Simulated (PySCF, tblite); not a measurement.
# CH₁₂N₂Si₄: geometry, infrared bands and NMR shifts

What infrared bands and NMR shifts should CH₁₂N₂Si₄ (`N[Si@@H]1C[Si@@](N)([SiH3])[SiH2]1`) show?

Programs: tblite 0.8.0 and PySCF 2.14.0, with density-fitted response routines of our own. Each step states its level of theory. These are calculated values for one molecule in the gas phase, unless marked as measured. Atoms are numbered from 0 throughout.

## Step 1: The molecule as given

19 atoms, charge 0, multiplicity 1; geometry from: force field or distance geometry start.

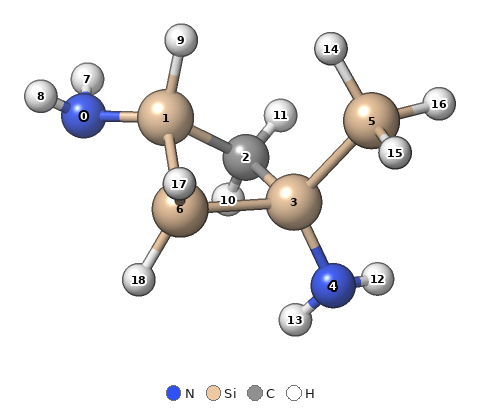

The starting geometry (nitrogen blue, silicon light orange, carbon grey, hydrogen white), atoms numbered.

## Step 2: Optimising the geometry with GFN2-xTB

What the job is given:

```
{"job": {"kind": "relax", "xc": "GFN2-xTB", "basis": "xTB"}, "charge": 0, "multiplicity": 1}
N      3.179400    -0.327300     0.402900
Si     1.561000     0.192800     0.525400
C      0.340600    -1.246500     0.370500
Si    -0.998000    -0.176700    -0.497700
N     -1.810200    -1.093900    -1.673700
Si    -2.359700     0.966800     0.974300
Si     0.634000     1.219000    -1.277200
H      3.427200    -0.920600     1.191400
H      3.817000     0.462300     0.450200
H      1.408600     0.926400     1.809900
H      0.700500    -2.052000    -0.273600
H      0.012400    -1.677600     1.322700
H     -2.375600    -1.834900    -1.257600
H     -1.149500    -1.559100    -2.311400
H     -1.519200     1.678800     1.984400
H     -3.189100     1.968000     0.269800
H     -3.242300     0.013900     1.691700
H      0.361800     2.668500    -1.123000
H      1.191300     0.801300    -2.586500
```

Run with:

```bash
$ OMP_NUM_THREADS=1 python probes_run.py task.json out
```

The driver reads the jobs from task.json and runs them one after another.

**Question.** This job is followed by: GFN2-xTB harmonic vibrations, gas phase; GIAO PBE0/pcSseg-1 NMR shielding, non-relativistic, gas phase. What will the session give for the following? strongest single infrared mode (GFN2-xTB); zero-point energy (GFN2-xTB); 13C shifts against TMS (PBE0/pcSseg-1); 1H shifts against TMS (PBE0/pcSseg-1, means over atoms taken as alike); 15N shifts against NH3 (PBE0/pcSseg-1); 29Si shifts against TMS (PBE0/pcSseg-1).

The runs gave:

```
                                                              quantity                                               value
                             strongest single infrared mode (GFN2-xTB)                                780 cm⁻¹, 795 km/mol
                                          zero-point energy (GFN2-xTB)                                       79.0 kcal/mol
                                13C shifts against TMS (PBE0/pcSseg-1)                                            23.1 ppm
1H shifts against TMS (PBE0/pcSseg-1, means over atoms taken as alike)  5.99, 4.31, 4.25, 3.47, 0.73, 0.65, 0.60, 0.10 ppm
                                15N shifts against NH3 (PBE0/pcSseg-1)                                      24.1, 13.7 ppm
                               29Si shifts against TMS (PBE0/pcSseg-1)                      -3.3, -12.2, -77.8, -114.2 ppm
```

What this shows: Relaxing lowered the energy by 0.635 eV in 146 steps; the close pair that moved most is Si3–Si6, from 2.285 to 2.361 Å. No mode is imaginary among the 51: a minimum at this level. The strongest single mode, at 780 cm⁻¹, has its largest shares on H14, H15 and H16 (the list is cut at 3 atoms). Unscaled tight-binding wavenumbers are off by several per cent, some by more. Its intensities can rank the bands wrongly. At PBE0/pcSseg-1: Shielding is most anisotropic at Si6 (span 151 ppm, paramagnetic term -455 ppm).
